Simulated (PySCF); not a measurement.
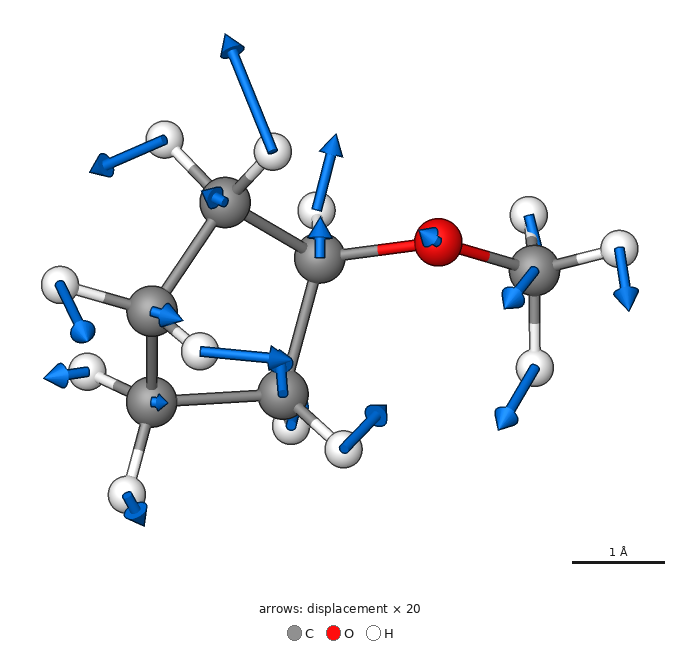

A relaxation of C6H12O. The starting structure is drawn; blue arrows show the displacements, magnified 20 times. The two geometries are superimposed by the best rigid fit.

A ball-and-stick model, seen at a tilt.

The start comes from GFN2-xTB.

The calculation used PySCF, PBE0-D3(BJ)/def2-SVP geometry optimisation, gas phase. 

**Atoms of which element are displaced furthest, and by how much?**

Hydrogen: up to 0.076 Å, against 0.040 Å for carbon.

**What happened in the run?**

An H atom moves most after the best rigid fit: 0.076 Å. By element the largest moves are H 0.076 Å, C 0.040 Å, O 0.016 Å. Some distances before and after: C–H 1.090 → 1.103 Å, C–O 1.402 → 1.392 Å, C–O 1.414 → 1.407 Å. The energy falls by 3.91 kJ/mol in 3 geometry steps. The largest force component goes from 0.68 to 0.01 eV/Å.
